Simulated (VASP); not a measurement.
Band structure of ZrGe2 (relaxed from the fluorite structure, space group Fm-3m). Computed with PBEsol GGA, VASP's PBE PAW potentials (set 64) (plane waves; VASP).

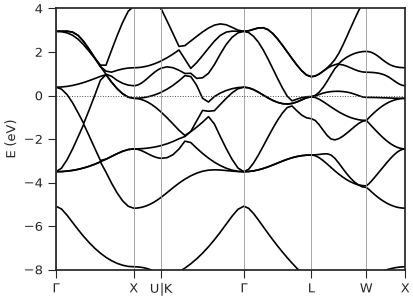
Figure. Bands along high-symmetry lines, zero at the valence-band maximum or, without a gap, the Fermi level

Read the plot: is there a gap, and where are the band edges?

It has no gap at this level: it comes out as a metal or semimetal. (Edges off the drawn lines would not show.)

The structure was generated: ZrGe2 was put into the fluorite type (Fm-3m), which need not be its known phase. It was relaxed first, which changed the volume by -11 %.
